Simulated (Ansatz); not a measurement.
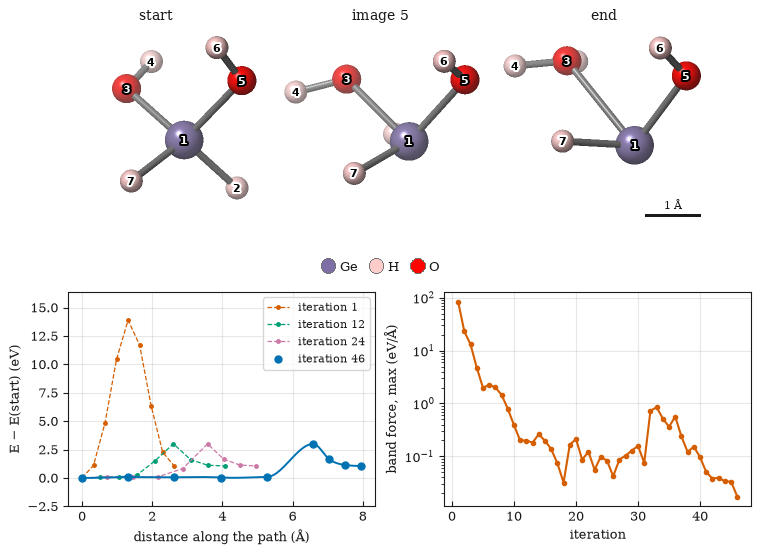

A search for the minimum-energy path of GeH$_{4}$O$_{2}$ by the nudged elastic band. Images are numbered from 0 (start) to 8 (end). The plot follows the band through its iterations. The picture is a ball-and-stick view, seen from a free direction.

Method: RKS BHLYP-D4/def2-SVP (Ansatz). Set-up: 7 movable images; climbing image; force threshold 0.03 eV/Å; iteration limit 46; starting path by straight interpolation.

How did the profile develop, and is the result final?

The run is converged, with reservations. The band converged in 46 iterations. The largest component of the band force went from 85 to 0.017 eV/Å. The climbing image converged on the top of the path. Its curvatures weren't checked. The straight starting path can push atoms close together and costs iterations. The first iteration put the highest image at 13.89 eV. The highest point, image 5, lies 2.99 eV above the start and 1.94 eV above the end; the end is at +1.05 eV relative to the start.

Cost: 15 min on 1 thread of AMD EPYC 7R43 64-Core Processor (Zen 3), on a shared host, peak memory 0.17 GiB.
